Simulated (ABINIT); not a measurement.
# CaO (Fm-3m): G0W0 in ABINIT against the bands in the self-energy

How does the gap of CaO (Fm-3m) converge in the bands in the self-energy?

Program: ABINIT 10.8.3. Level of theory: PBE and many-body steps on it, plane waves. Results are calculated unless marked as measured.

**1. The structure**

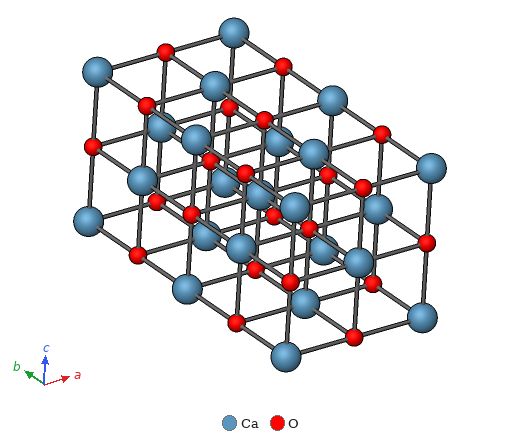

The cell as given, from a free direction (calcium blue, oxygen red). 1×2×1 cells are drawn. This picture shows the conventional cell, with its axes. Some periodic images of atoms are drawn too.

Coordinates:

```cif
data_structure
_symmetry_space_group_name_H-M 'P 1'
_symmetry_Int_Tables_number 1
_cell_length_a 3.3991
_cell_length_b 3.3991
_cell_length_c 3.3991
_cell_angle_alpha 60.000
_cell_angle_beta 60.000
_cell_angle_gamma 60.000
_cell_volume 27.77
loop_
_atom_site_label
_atom_site_type_symbol
_atom_site_fract_x
_atom_site_fract_y
_atom_site_fract_z
_atom_site_occupancy
Ca1 Ca 0.00000 0.00000 0.00000 1
O2 O 0.50000 0.50000 0.50000 1
```

The cell and positions are those that the Materials Project relaxed with its own functionals (PBE, PBE+U or r2SCAN), kept fixed.

**2. Screening, 4×4×4 mesh, 90 bands, screening to 217.7 eV**

This step: ABINIT 10.8.3; RPA screening on PBE, plane waves, norm-conserving pseudopotentials.

The RPA dielectric matrix is built and inverted for each q.

The input, run.abi:

```
acell 3*1.0 Angstrom
rprim 
  -0.000000000000 2.403555696000 2.403555696000
  2.403555696000 -0.000000000000 2.403555696000
  2.403555696000 2.403555696000 -0.000000000000
ntypat 2
znucl 20 8
natom 2
typat 1 2
xred 
  0.000000000000 0.000000000000 0.000000000000
  0.500000000000 0.500000000000 0.500000000000
pp_dirpath "pseudos"
pseudos "Ca.upf, O.upf"
ecut 36
ngkpt 4 4 4
nshiftk 1
shiftk 0 0 0
kptopt 1
chksymbreak 0
istwfk *1
occopt 1
irdwfk 1
optdriver 3
nband 90
ecuteps 8
inclvkb 2
awtr 1
symchi 1
indata_prefix "in"
outdata_prefix "out"
tmpdata_prefix "tmp"
```

Launch:

```bash
> OMP_NUM_THREADS=1 mpirun -n 4 abinit run.abi > log
```

The log of the run:

```text
.Version 10.8.3 of ABINIT. v10.8.2 released Aug 2026.

 Symmetries : space group Fm -3 m (#225); Bravais cF (face-center cubic)
[... echo of the input left out ...]
== DATASET  1 ==================================================================
-   mpi_nproc: 4, omp_nthreads: 1 (-1 if OMP is not activated)

--- !DatasetInfo
iteration_state: {dtset: 1, }
dimensions: {natom: 2, nkpt: 8, mband: 90, nsppol: 1, nspinor: 1, nspden: 1, mpw: 1964, }
cutoff_energies: {ecut:  36.0, pawecutdg:  -1.0, }
electrons: {nelect:   1.60000000E+01, charge:   0.00000000E+00, occopt:   1.00000000E+00, tsmear:   1.00000000E-02, }

 SCREENING: Calculation of the susceptibility and dielectric matrices

 Based on a program developped by R.W. Godby, V. Olevano, G. Onida, and L. Reining.
 Incorporated in ABINIT by V. Olevano, G.-M. Rignanese, and M. Torrent.
.Using double precision arithmetic ; gwpc =  8

[... cell and pseudopotentials left out ...]
--------------------------------------------------------------------------------

 ==== K-mesh for the wavefunctions ====
 Number of points in the irreducible wedge :     8
[... list of points left out ...]
 Together with 48 symmetry operations and time-reversal symmetry
 yields    64 points in the full Brillouin Zone.

 ==== Q-mesh for the screening function ====
 Number of points in the irreducible wedge :     8
[... list of points left out ...]
 Together with 48 symmetry operations and time-reversal symmetry
 yields    64 points in the full Brillouin Zone.

 setmesh: FFT mesh size selected  =    25x   25x   25
          total number of points  =        15625

 vcoul_init : cutoff-mode = AUXILIARY_FUNCTION
 q-points for optical limit:   1
     1)      0.000010    0.000020    0.000030

- screening: taking advantage of time-reversal symmetry
- Maximum band index for partially occupied states nbvw = 8
- Remaining bands to be divided among processors   nbcw = 82
- Number of bands treated by each node ~20

 Number of electrons calculated from density =   16.0000; Expected =   16.0000
 average of density, n =  0.085375
 r_s =    1.4088
 omega_plasma =   28.1852 [eV]

 calculating chi0 at frequencies [eV] :
  1    0.000000E+00    0.000000E+00
  2    0.000000E+00    2.818519E+01

--------------------------------------------------------------------------------
  q-point number  1        q = ( 0.000000, 0.000000, 0.000000) [r.l.u.]
--------------------------------------------------------------------------------
[... chi0 elements left out ...]
 For q-point:  0.000010 0.000020 0.000030
  dielectric constant =   3.6697
  dielectric constant without local fields =   4.0281

  Average fulfillment of the sum rule on Im[epsilon] for q-point    1 :     70.45  [%]
[... wings left out ...]
  q-point number  2        q = ( 0.250000, 0.000000, 0.000000) [r.l.u.]
--------------------------------------------------------------------------------
[... chi0 elements left out ...]
  Average fulfillment of the sum rule on Im[epsilon] for q-point    2 :     79.74  [%]

 [... 6 further q-points ...]
```

Run time: 9.1 s. Hardware: 4 MPI ranks of Arm Neoverse V2, shared host; peak memory 0.55 GiB; 36 s of CPU time.

This step gave:

```yaml
eps_infinity_with_local_fields_on_this_mesh_along_the_program_s_q_direction: 3.670
the_same_without_local_fields: 4.028
plasma_frequency: 28.19 eV
plane_waves_in_the_screening_matrix: 181
```

Local fields lower ε∞ by 9 %. On a Γ-centred mesh this coarse the value itself is usually too large, while a short band sum pulls it down.

**3. 16 bands**

This step: G0W0 on PBE, plane waves, norm-conserving pseudopotentials.

Changes to run.abi since step 2:

```diff
@@ -23,8 +23,17 @@
 irdwfk 1
-optdriver 3
-nband 90
+optdriver 4
+nband 16
+gwcalctyp 0
+ecutsigx 36
+symsigma 1
+nkptgw 2
+kptgw 
+  0.0000000000 0.0000000000 0.0000000000
+  0.5000000000 0.5000000000 0.0000000000
+bdgw 
+  6 12
+  7 10
 ecuteps 8
-inclvkb 2
-awtr 1
-symchi 1
+irdscr 1
+ppmodel 1
 indata_prefix "in"
```

The log of the run:

```text
.Version 10.8.3 of ABINIT. v10.8.2 released Aug 2026.

 Symmetries : space group Fm -3 m (#225); Bravais cF (face-center cubic)
[... echo of the input left out ...]
== DATASET  1 ==================================================================
-   mpi_nproc: 4, omp_nthreads: 1 (-1 if OMP is not activated)

--- !DatasetInfo
iteration_state: {dtset: 1, }
dimensions: {natom: 2, nkpt: 8, mband: 16, nsppol: 1, nspinor: 1, nspden: 1, mpw: 1964, }
cutoff_energies: {ecut:  36.0, pawecutdg:  -1.0, }
electrons: {nelect:   1.60000000E+01, charge:   0.00000000E+00, occopt:   1.00000000E+00, tsmear:   1.00000000E-02, }

 SIGMA: Calculation of the GW corrections

 Based on a program developped by R.W. Godby, V. Olevano, G. Onida, and L. Reining.
 Incorporated in ABINIT by V. Olevano, G.-M. Rignanese, and M. Torrent.
.Using double precision arithmetic ; gwpc =  8

[... cell and pseudopotentials left out ...]
--------------------------------------------------------------------------------

 ==== K-mesh for the wavefunctions ====
 Number of points in the irreducible wedge :     8
[... list of points left out ...]
 Together with 48 symmetry operations and time-reversal symmetry
 yields    64 points in the full Brillouin Zone.

 ==== Q-mesh for screening function ====
 Number of points in the irreducible wedge :     8
[... list of points left out ...]
 Together with 48 symmetry operations and time-reversal symmetry
 yields    64 points in the full Brillouin Zone.

 vcoul_init : cutoff-mode = AUXILIARY_FUNCTION
 q-points for optical limit:   1
     1)      0.000010    0.000020    0.000030
 setmesh: FFT mesh size selected  =    36x   36x   36
          total number of points  =        46656

 Number of electrons calculated from density =   16.0000; Expected =   16.0000
 average of density, n =  0.085375
 r_s =    1.4088
 omega_plasma =   28.1852 [eV]

 === KS Band Gaps ===
  >>>> For spin  1
   Minimum direct gap =   4.0354 [eV], located at k-point      :   0.5000  0.5000  0.0000
   Fundamental gap    =   3.6617 [eV], Top of valence bands at :   0.0000  0.0000  0.0000
                                       Bottom of conduction at :   0.5000  0.5000  0.0000
 SIGMA fundamental parameters:
 PLASMON POLE MODEL  1
 number of plane-waves for SigmaX                 1917
 number of plane-waves for SigmaC and W            181
 number of plane-waves for wavefunctions          1917
 number of bands                                    16
 number of independent spin polarizations            1
 number of spinorial components                      1
 number of k-points in IBZ                           8
 number of q-points in IBZ                           8
 number of symmetry operations                      48
 number of k-points in BZ                           64
 number of q-points in BZ                           64
 number of frequencies for dSigma/dE                 9
 frequency step for dSigma/dE [eV]                0.25
 number of omega for Sigma on real axis              0
 max omega for Sigma on real axis  [eV]           0.00
 zcut for avoiding poles [eV]                     0.10

 EPSILON^-1 parameters (SCR file):
 dimension of the eps^-1 matrix on file            181
 dimension of the eps^-1 matrix used               181
 number of plane-waves for wavefunctions          1917
 number of bands                                    90
 number of q-points in IBZ                           8
 number of frequencies                               2
 number of real frequencies                          1
 number of imag frequencies                          1

 matrix elements of self-energy operator (all in [eV])

 Perturbative Calculation

--- !SelfEnergy_ee
iteration_state: {dtset: 1, }
kpoint     : [   0.000,    0.000,    0.000, ]
spin       : 1
KS_gap     :    4.745
QP_gap     :    5.933
Delta_QP_KS:    1.188
data: !SigmaeeData |
     Band     E0 <VxcDFT>   SigX SigC(E0)      Z dSigC/dE  Sig(E)    E-E0       E
        6   5.095 -19.399 -24.614   5.644   0.794  -0.260 -19.058   0.340   5.435
        7   5.095 -19.399 -24.614   5.644   0.794  -0.260 -19.058   0.340   5.435
        8   5.095 -19.399 -24.614   5.644   0.794  -0.260 -19.058   0.340   5.435
        9   9.840 -10.909  -6.359  -2.768   0.857  -0.167  -9.381   1.528  11.368
       10  11.332 -13.905  -6.986  -3.327   0.857  -0.166 -10.825   3.080  14.412
       11  11.332 -13.905  -6.986  -3.327   0.857  -0.166 -10.825   3.080  14.412
       12  11.332 -13.905  -6.986  -3.327   0.857  -0.166 -10.825   3.080  14.412

--- !SelfEnergy_ee
iteration_state: {dtset: 1, }
kpoint     : [   0.500,    0.500,    0.000, ]
spin       : 1
KS_gap     :    4.035
QP_gap     :    5.975
Delta_QP_KS:    1.940
data: !SigmaeeData |
     Band     E0 <VxcDFT>   SigX SigC(E0)      Z dSigC/dE  Sig(E)    E-E0       E
        7   4.721 -18.930 -24.281   5.618   0.794  -0.260 -18.718   0.212   4.934
        8   4.721 -18.930 -24.281   5.618   0.794  -0.260 -18.718   0.212   4.934
        9   8.757 -11.435  -5.853  -3.086   0.862  -0.160  -9.283   2.152  10.909
       10  13.145 -16.134  -8.827  -3.193   0.851  -0.176 -12.635   3.500  16.645

== END DATASET(S) ==============================================================
================================================================================

 -outvars: echo values of variables after computation  --------
           etotal      0.0000000000E+00
            nband          16
             nkpt           8
          spgroup         225
 [... the other variables as echoed above ...]

 Calculation completed.
```

Elapsed: 2.8 s, on 4 MPI ranks; peak memory 0.14 GiB.

This step gave:

```
G0W0 gap on the points computed              : 5.474 eV
starting gap on the mesh                     : 3.662 eV
k of the valence top                         : 0, 0, 0
k of the conduction bottom                   : 0.5, 0.5, 0
Z at the valence top                         : 0.794
Z at the conduction bottom                   : 0.862
least direct G0W0 gap on the computed points : 5.933 eV
```

**4. 28 bands**

The self-energy is evaluated for the states that the input lists, and the levels follow from it, in one-shot runs by the linearised quasiparticle equation.

Changes to run.abi since step 3:

```diff
@@ -24,3 +24,3 @@
 optdriver 4
-nband 16
+nband 28
 gwcalctyp 0
```

The log of the run:

```text
.Version 10.8.3 of ABINIT. v10.8.2 released Aug 2026.

 Symmetries : space group Fm -3 m (#225); Bravais cF (face-center cubic)
[... echo of the input left out ...]
== DATASET  1 ==================================================================
-   mpi_nproc: 4, omp_nthreads: 1 (-1 if OMP is not activated)

--- !DatasetInfo
iteration_state: {dtset: 1, }
dimensions: {natom: 2, nkpt: 8, mband: 28, nsppol: 1, nspinor: 1, nspden: 1, mpw: 1964, }
cutoff_energies: {ecut:  36.0, pawecutdg:  -1.0, }
electrons: {nelect:   1.60000000E+01, charge:   0.00000000E+00, occopt:   1.00000000E+00, tsmear:   1.00000000E-02, }

 SIGMA: Calculation of the GW corrections

 Based on a program developped by R.W. Godby, V. Olevano, G. Onida, and L. Reining.
 Incorporated in ABINIT by V. Olevano, G.-M. Rignanese, and M. Torrent.
.Using double precision arithmetic ; gwpc =  8

[... cell and pseudopotentials left out ...]
--------------------------------------------------------------------------------

 ==== K-mesh for the wavefunctions ====
 Number of points in the irreducible wedge :     8
[... list of points left out ...]
 Together with 48 symmetry operations and time-reversal symmetry
 yields    64 points in the full Brillouin Zone.

 ==== Q-mesh for screening function ====
 Number of points in the irreducible wedge :     8
[... list of points left out ...]
 Together with 48 symmetry operations and time-reversal symmetry
 yields    64 points in the full Brillouin Zone.

 vcoul_init : cutoff-mode = AUXILIARY_FUNCTION
 q-points for optical limit:   1
     1)      0.000010    0.000020    0.000030
 setmesh: FFT mesh size selected  =    36x   36x   36
          total number of points  =        46656

 Number of electrons calculated from density =   16.0000; Expected =   16.0000
[...]
number of omega for Sigma on real axis              0
 max omega for Sigma on real axis  [eV]           0.00
 zcut for avoiding poles [eV]                     0.10

 EPSILON^-1 parameters (SCR file):
 dimension of the eps^-1 matrix on file            181
 dimension of the eps^-1 matrix used               181
 number of plane-waves for wavefunctions          1917
 number of bands                                    90
 number of q-points in IBZ                           8
 number of frequencies                               2
 number of real frequencies                          1
 number of imag frequencies                          1

 matrix elements of self-energy operator (all in [eV])

 Perturbative Calculation

--- !SelfEnergy_ee
iteration_state: {dtset: 1, }
kpoint     : [   0.000,    0.000,    0.000, ]
spin       : 1
KS_gap     :    4.745
QP_gap     :    5.901
Delta_QP_KS:    1.156
data: !SigmaeeData |
     Band     E0 <VxcDFT>   SigX SigC(E0)      Z dSigC/dE  Sig(E)    E-E0       E
        6   5.095 -19.399 -24.614   4.923   0.787  -0.271 -19.629  -0.230   4.865
        7   5.095 -19.399 -24.614   4.923   0.787  -0.271 -19.629  -0.230   4.865
        8   5.095 -19.399 -24.614   4.923   0.787  -0.271 -19.629  -0.230   4.865
[...]
--- !SelfEnergy_ee
iteration_state: {dtset: 1, }
kpoint     : [   0.500,    0.500,    0.000, ]
spin       : 1
KS_gap     :    4.035
QP_gap     :    6.081
Delta_QP_KS:    2.046
data: !SigmaeeData |
     Band     E0 <VxcDFT>   SigX SigC(E0)      Z dSigC/dE  Sig(E)    E-E0       E
[...]
9   8.757 -11.435  -5.853  -3.618   0.854  -0.170  -9.757   1.678  10.435
       10  13.145 -16.134  -8.827  -3.955   0.840  -0.190 -13.318   2.816  15.961

== END DATASET(S) ==============================================================
================================================================================

 -outvars: echo values of variables after computation  --------
           etotal      0.0000000000E+00
            nband          28
             nkpt           8
          spgroup         225
 [... the other variables as echoed above ...]

 Calculation completed.
```

Run time: 3.3 s. Hardware: 4 MPI ranks; peak memory 0.45 GiB.

This step gave:

- G0W0 gap on the points computed: 5.57 eV
- starting gap on the mesh: 3.662 eV
- k of the valence top: 0, 0, 0
- k of the conduction bottom: 0.5, 0.5, 0
- Z at the valence top: 0.787
- Z at the conduction bottom: 0.854
- least direct G0W0 gap on the computed points: 5.901 eV

The gap on the mesh goes from 3.66 eV to 5.57 eV, a correction of +1.91 eV.

**5. 56 bands**

Changes to run.abi since step 4:

```diff
@@ -24,3 +24,3 @@
 optdriver 4
-nband 28
+nband 56
 gwcalctyp 0
```

The log of the run:

```text
.Version 10.8.3 of ABINIT. v10.8.2 released Aug 2026.

 Symmetries : space group Fm -3 m (#225); Bravais cF (face-center cubic)
[... echo of the input left out ...]
== DATASET  1 ==================================================================
-   mpi_nproc: 4, omp_nthreads: 1 (-1 if OMP is not activated)

--- !DatasetInfo
iteration_state: {dtset: 1, }
dimensions: {natom: 2, nkpt: 8, mband: 56, nsppol: 1, nspinor: 1, nspden: 1, mpw: 1964, }
cutoff_energies: {ecut:  36.0, pawecutdg:  -1.0, }
[...]
Band     E0 <VxcDFT>   SigX SigC(E0)      Z dSigC/dE  Sig(E)    E-E0       E
[...]
9   8.757 -11.435  -5.853  -3.971   0.851  -0.175 -10.063   1.371  10.128
       10  13.145 -16.134  -8.827  -4.447   0.836  -0.196 -13.743   2.391  15.537

== END DATASET(S) ==============================================================
================================================================================

 -outvars: echo values of variables after computation  --------
           etotal      0.0000000000E+00
            nband          56
             nkpt           8
          spgroup         225
 [... the other variables as echoed above ...]

 Calculation completed.
```

It took 4.3 s on 4 MPI ranks; peak memory 0.48 GiB.

Numbers from this step:

```
G0W0 gap on the points computed              : 5.67 eV
starting gap on the mesh                     : 3.662 eV
k of the valence top                         : 0, 0, 0
k of the conduction bottom                   : 0.5, 0.5, 0
least direct G0W0 gap on the computed points : 6.064 eV
```

Against the run before, the gap moves by +0.100 eV.

**6. 90 bands**

Changes to run.abi since step 5:

```diff
@@ -24,3 +24,3 @@
 optdriver 4
-nband 56
+nband 90
 gwcalctyp 0
```

The log of the run:

```text
.Version 10.8.3 of ABINIT. v10.8.2 released Aug 2026.

 Symmetries : space group Fm -3 m (#225); Bravais cF (face-center cubic)
[... echo of the input left out ...]
== DATASET  1 ==================================================================
-   mpi_nproc: 4, omp_nthreads: 1 (-1 if OMP is not activated)

--- !DatasetInfo
iteration_state: {dtset: 1, }
dimensions: {natom: 2, nkpt: 8, mband: 90, nsppol: 1, nspinor: 1, nspden: 1, mpw: 1964, }
cutoff_energies: {ecut:  36.0, pawecutdg:  -1.0, }
[...]
Band     E0 <VxcDFT>   SigX SigC(E0)      Z dSigC/dE  Sig(E)    E-E0       E
[...]
9   8.757 -11.435  -5.853  -4.097   0.851  -0.176 -10.171   1.264  10.020
       10  13.145 -16.134  -8.827  -4.660   0.835  -0.198 -13.925   2.210  15.355

== END DATASET(S) ==============================================================
================================================================================

 -outvars: echo values of variables after computation  --------
           etotal      0.0000000000E+00
            nband          90
             nkpt           8
          spgroup         225
 [... the other variables as echoed above ...]

 Calculation completed.
```

It took 5.7 s on 4 MPI ranks; peak memory 0.48 GiB.

Numbers from this step:

* G0W0 gap on the points computed: 5.741 eV
* starting gap on the mesh: 3.662 eV
* k of the valence top: 0, 0, 0
* k of the conduction bottom: 0.5, 0.5, 0
* least direct G0W0 gap on the computed points: 6.167 eV

Against the run before, the gap moves by +0.071 eV.

**7. The runs together**

Times are wall times on 4 MPI ranks of Arm Neoverse V2, shared host, good to a factor of about two. A run's time includes the screening step that it read.

```csv
run,mesh,bands,screening cutoff (eV),DFT gap (eV),gap on the mesh (eV),direct (eV),ε∞ used,time
16 bands,4×4×4,16,217.7,3.662,5.474,5.933,3.67,12 s
28 bands,4×4×4,28,217.7,3.662,5.570,5.901,3.67,12 s
56 bands,4×4×4,56,217.7,3.662,5.670,6.064,3.67,13 s
90 bands,4×4×4,90,217.7,3.662,5.741,6.167,3.67,15 s
```

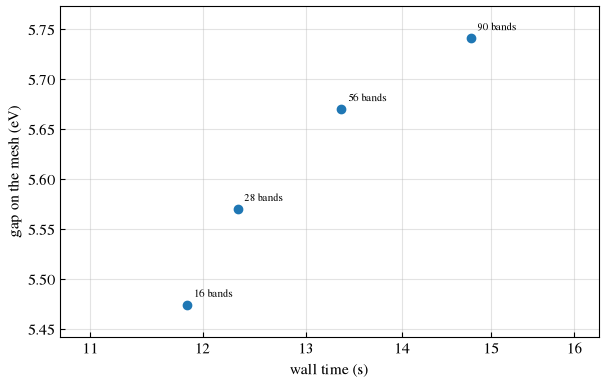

Result against wall time.

**8. Results**

```json
{
 "16 bands": "5.474 eV",
 "28 bands": "5.570 eV",
 "56 bands": "5.670 eV",
 "90 bands": "5.741 eV",
 "known limits": "not at the basis limit; coarse k mesh"
}
```

In words: The setting moved: bands in the self-energy. From 16 bands to 90 bands the gap moves by +0.27 eV. The last step still moves it by +0.071 eV. Bands and screening cutoff are coupled, so a series along one setting does not show full convergence. Bands and cutoff are finite, so the gap is not at the basis limit. The miss can reach some tenths of an eV and take either sign; the mesh is an error of its own. In the G0W0 runs levels were corrected at 2 k points alone, so a gap called «on the mesh» is the least over those, and an edge elsewhere would be missed. The 4×4×4 mesh is coarse for this cell, which bears on the long-range parts of exchange and screening.

[Paths, hosts, dates, memory and timing lines, banners, echoed tables and standing remarks are left out of the program output.]

[Logs are printed without paths, hosts, clocks, repeated set-up lines and the standing remarks that a program may print on its own settings, such as how far it seeks lower states.]

[Runs of the session that timed out or met a known fault of the program may be left out.]

[Hosts, paths, dates, database ids (printed as entryN), source tags and the programs' standing remarks are cut or masked in the printed files.]

[G0W0 gaps are taken among the corrected bands and points alone; a level outside them can change the order at an edge.]

[Where Ansatz stands beside ABINIT at settings called matched, ABINIT's density can come from a denser mesh and the files from another edition; pairs whose starting gaps differed by over 0.03 eV were left out, so agreement reads better than it is.]
